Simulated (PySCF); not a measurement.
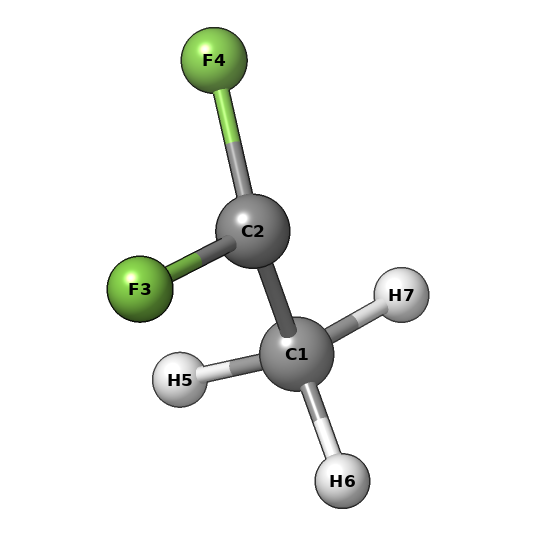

State: neutral, doublet. The computed structure is the end point of a GFN2-xTB optimisation. No frequency run is at hand to confirm it as a minimum. Method: UKS B3LYP, pcH-1 on C F H, non-relativistic (PySCF 2.14.0).

Give the isotropic hyperfine couplings (Fermi-contact term alone) of C1, C2, F3, F4, H5, H6, H7.

| atom | isotope | a_iso (MHz) |
| --- | --- | --- |
| C1 | 13C | 28.9 |
| C2 | 13C | 370.0 |
| F3 | 19F | 233.5 |
| F4 | 19F | 233.8 |
| H5 | 1H | 117.9 |
| H6 | 1H | 16.3 |
| H7 | 1H | 15.5 |
